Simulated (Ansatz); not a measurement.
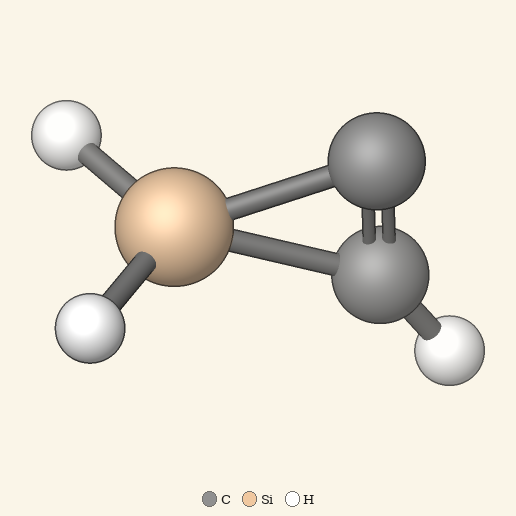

State: neutral, doublet. Computed geometry: PBE0-D4/def2-TZVP optimisation. No frequency run is at hand to confirm it as a minimum.

Draw it as a skeletal formula.

SMILES: [C]1=C[SiH2]1

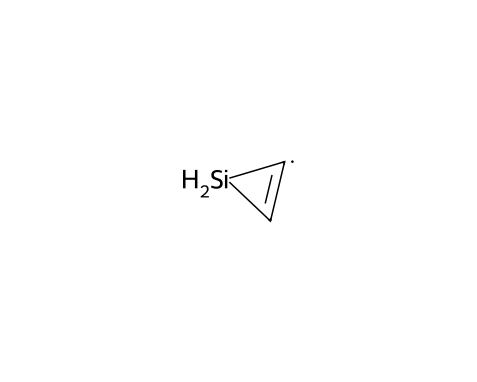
